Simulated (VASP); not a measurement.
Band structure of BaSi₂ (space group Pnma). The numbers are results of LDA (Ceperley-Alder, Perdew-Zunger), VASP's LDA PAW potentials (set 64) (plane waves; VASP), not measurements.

Unless said otherwise, spin-orbit coupling is left out, though it shifts the bands of the heavy elements here.

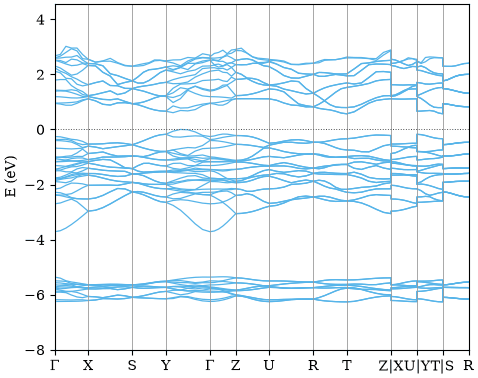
Figure: Bands along high-symmetry lines, zero at the valence-band maximum or, without a gap, the Fermi level

Task: Read the plot: is there a gap, and where are the band edges?

Result: The gap is indirect, 0.57 eV, from the valence maximum at Y-Γ at 0.33 to the conduction minimum at T. (Edges off the drawn lines would not show.)

The structure comes from a computed database's BaSi2 entry (Pnma); how it stands against other phases isn't given here. It was relaxed first, which changed the volume by -8 %.
